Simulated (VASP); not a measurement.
Band structure of TiN (rock salt). Calculation: SCAN meta-GGA, VASP's PBE PAW potentials (set 64) (plane waves; VASP 6.6.1).

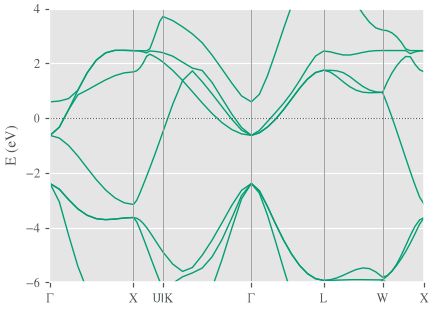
Bands along high-symmetry lines, zero at the valence-band maximum or, without a gap, the Fermi level

Task: Read the plot: is there a gap, and where are the band edges?

Result: It has no gap at this level: it comes out as a metal or semimetal.

The compound is TiN in the rock salt structure. It was relaxed first. The electron count is odd and the run is not spin-polarised, which forces a metal.
